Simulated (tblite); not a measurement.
## Relaxed scan of C$_{4}$H$_{8}$FSi (charge −1)

- system: C$_{4}$H$_{8}$FSi, charge −1, SMILES F[SiH-]C1CCC1
- method: GFN2-xTB relaxed scan under a harmonic restraint, gas phase (tblite 0.8.0)

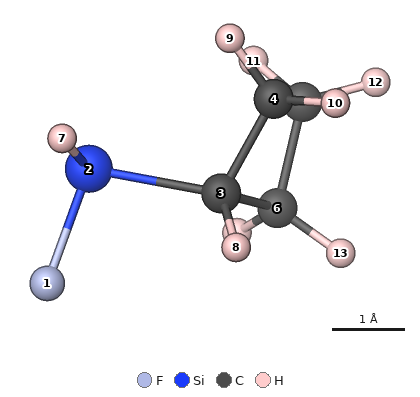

**Figure 1.** The structure as given in the input (ball-and-stick view, seen at a tilt; atoms are numbered from 1 in the order of the input).

## Input file
```
{"job": {"xc": "GFN2-xTB", "basis": "xTB", "coordinate": [["t", [6, 0, 2, 1], 0.3333333333333333], ["t", [0, 2, 6, 1], 0.3333333333333333], ["t", [2, 6, 0, 1], 0.3333333333333333]], "kind": "drive"}, "charge": -1, "multiplicity": 1}
F      3.042332     0.740597    -0.572649
Si     1.660943    -0.071911    -1.209812
C      0.582852    -0.061505     0.378156
C     -0.606990    -1.009669     0.191840
C     -1.454568     0.200950    -0.208434
C     -0.397601     1.118528     0.413185
H      2.255742    -1.461695    -1.045671
H      1.135019    -0.206146     1.320091
H     -0.491082    -1.786973    -0.568606
H     -0.964048    -1.479700     1.116925
H     -1.496394     0.315935    -1.291427
H     -2.469356     0.257903     0.200987
H     -0.676158     1.443135     1.423902
H     -0.121370     2.000078    -0.170653
```

The first line tells a small driver script what to run in tblite; the rest is the geometry in Å.

Machine: 1 CPU thread, shared host.

Run as:
```bash
OMP_NUM_THREADS=1 python <driver script> task.json out
```

## Log
```
point  coordinate     E/eV
  0    -49.600     -524.49157
  1    -39.500     -524.27974
  2    -24.400     -523.56602
  3      0.500     -522.81010
  4     24.000     -523.58076
  5     39.200     -524.26216
  6     49.300     -524.45694
  7     56.400     -524.26108
```

## Key numbers

- outcome: converged
- wall time: 1.6 s
- peak memory: 0.18 GiB
